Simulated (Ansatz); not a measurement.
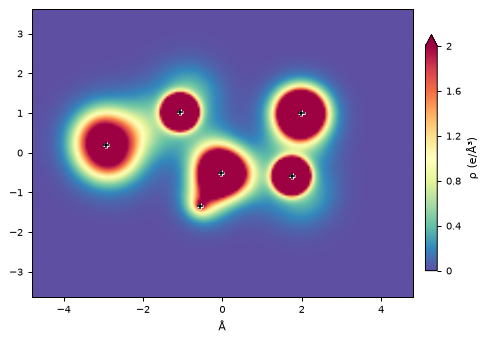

The electron density on a plane through atoms (crosses mark nuclei in the plane).

Level of theory: isolated molecule in a Gaussian basis; Kohn-Sham density functional theory, functional PBE0 (Ansatz).

Candidates:
A. ClF2H4OSi2 (SMILES F[SiH](F)[OH+][SiH2]Cl) (charge +1)
B. H4O2Sn (SMILES [OH][SnH2][OH])
C. C3H7FSn (SMILES C[CH](C)[Sn][F])

Question: Which candidate gave the map?

Answer: Candidate A: ClF2H4OSi2 on the plane of atoms F2, Si5 and O4, which holds Cl, F, O, Si and H. Si–F (1.61 Å): the density is about 1.1 e/Å³ at the midpoint. Si–O (1.78 Å): ρ is about 0.82 e/Å³ halfway.
